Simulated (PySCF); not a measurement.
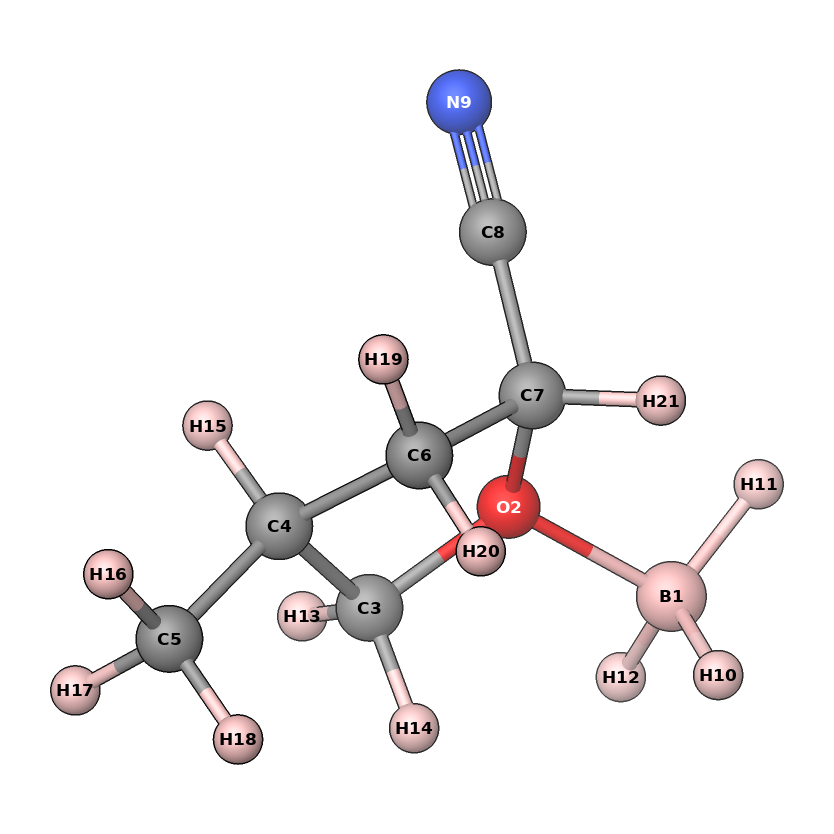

Distant atoms are faded towards the background colour. The geometry was computed by an optimisation with PBE0-D3(BJ)/def2-SVP. No frequency run is at hand to confirm it as a minimum.

**Find the stereocentres and stereogenic double bonds.**

Centres: C4, C7.

**Assign CIP descriptors.**

C4: S (priorities C3 > C6 > C5 > H15); C7: R (priorities O2 > C8 > C6 > H21).
